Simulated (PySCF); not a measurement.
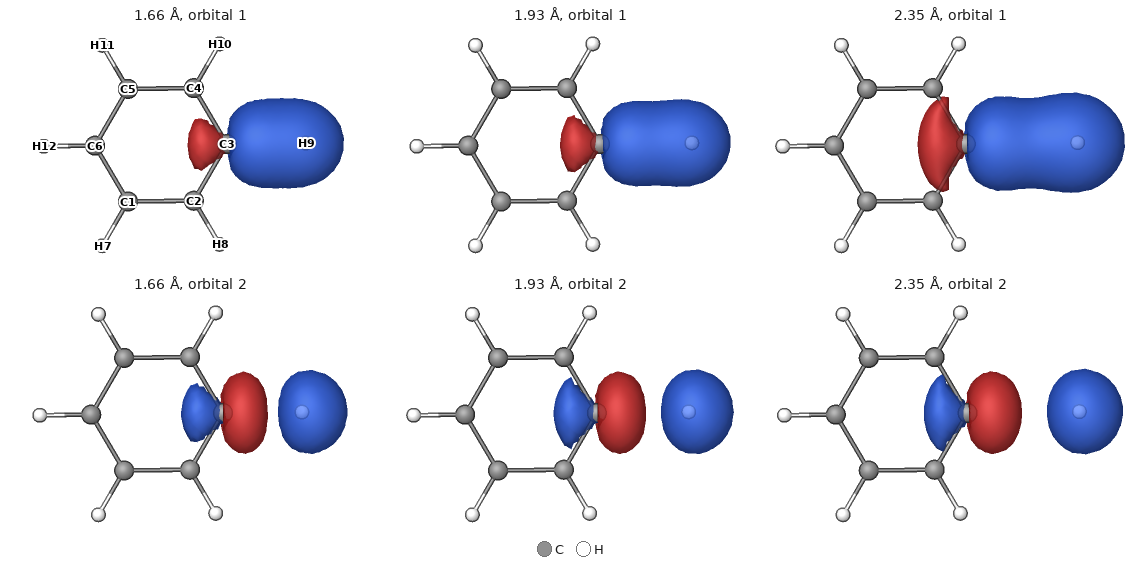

Figure 1: C6H6, SMILES `c1ccccc1`. Rigid stretch of the C3–H9 bond. The two CASSCF(2,2) natural orbitals nearest half filling (orbital 1 the more occupied).

Level of theory: 6-31G* basis (PySCF), at a geometry from GFN2-xTB. No frequency check shows the geometry to be a minimum.

The calculation's input:

```python
import numpy as np
from pyscf import gto, scf, mcscf

mol = gto.M(atom='''
C      1.33740     0.35839     0.00000
C      0.35832     1.33742     0.00000
C     -0.97909     0.97902     0.00000
C     -1.33741    -0.35840     0.00000
C     -0.35833    -1.33743     0.00000
C      0.97911    -0.97900     0.00000
H      2.38105     0.63806     0.00000
H      0.63794     2.38108     0.00000
H     -1.74312     1.74301     0.00000
H     -2.38106    -0.63807     0.00000
H     -0.63795    -2.38109     0.00000
H      1.74317    -1.74296     0.00000
''', basis='6-31g*', charge=0, spin=0, verbose=4)
# stretch the bond between atoms 3 and 9, from long to short, fragments rigid
a, b, move = 2, 8, [8]
xyz = mol.atom_coords(unit='Angstrom')
u = xyz[b] - xyz[a]
r0 = np.linalg.norm(u)
rows, last, dm_u = [], None, None
for r in [3.0, 2.35, 1.93, 1.66, 1.44, 1.28, 1.18, 1.07, 0.98]:
    new = xyz.copy()
    new[move] += u / r0 * (r - r0)
    m = mol.set_geom_(new, unit='Angstrom', inplace=False)
    rhf = scf.RHF(m).density_fit(auxbasis='def2-universal-jkfit').run()
    uhf = scf.UHF(m).density_fit(auxbasis='def2-universal-jkfit').newton()
    if dm_u is None:
        c = rhf.mo_coeff
        h = m.nelectron // 2 - 1
        ca, cb = c.copy(), c.copy()
        ca[:, h], cb[:, h] = (c[:, h] + c[:, h + 1]) / 2**.5, (c[:, h] - c[:, h + 1]) / 2**.5
        dm_u = np.array([x[:, :h + 1] @ x[:, :h + 1].T for x in (ca, cb)])
    uhf.kernel(dm0=dm_u)
    for _ in range(3):
        c, _, stable, _ = uhf.stability(return_status=True)
        if stable:
            break
        uhf.kernel(c, uhf.mo_occ)
    dm_u = uhf.make_rdm1()
    mc = mcscf.CASSCF(rhf, 2, 2)
    mc.natorb = True
    mc.fix_spin_(ss=0)
    guess = mcscf.addons.make_natural_orbitals(uhf)[1] if last is None else mcscf.project_init_guess(mc, last.mo_coeff, last.mol)
    mc.kernel(guess)
    last = mc
    act = slice(mc.ncore, mc.ncore + mc.ncas)
    print('r %.3f  RHF %.6f  UHF %.6f  <S^2> %.3f  CASSCF %.6f  occupations' % (r, rhf.e_tot, uhf.e_tot, uhf.spin_square()[0], mc.e_tot), mc.mo_occ[act].round(4))
    rows.append((new, rhf.e_tot, uhf.e_tot, uhf.spin_square()[0], mc.e_tot, mc.mo_occ[act], mc.mo_coeff[:, act], dm_u[0] - dm_u[1], rhf.converged and uhf.converged and mc.converged))
    np.savez('result.npz', **{k: [row[i] for row in rows] for i, k in enumerate('xyz rhf uhf s2 cas occ c spin ok'.split())})
```

Run with:

```sh
OMP_NUM_THREADS=1 python input.py
```

The run took 7.1 min on 1 thread of Arm Neoverse V1 (shared host), peak memory 0.26 GiB.

How do the occupations change along the stretch?

Answer. 1.66 Å: 1.90 and 0.10; 1.93 Å: 1.82 and 0.18; 2.35 Å: 1.60 and 0.40. At the longest distance computed (3.00 Å) they are 1.27 and 0.73, and the effective number of unpaired electrons is 1.7.

UHF's ⟨S²⟩ passes 1 along the scan (up to 1.60), so it also polarises electrons outside the stretched bond; its energy lowering isn't due to that bond alone.

UHF already breaks spin symmetry near equilibrium here (⟨S²⟩ = 0.41 at 1.07 Å), for reasons apart from this bond.

How much energy does the stretch cost?

Answer. By CASSCF, 4.6 eV from the lowest point of the scan (1.07 Å) to 3.00 Å; RHF gives 7.9 eV from its own lowest point. The fragments aren't relaxed and dynamic correlation is missing, so this isn't a bond dissociation energy.
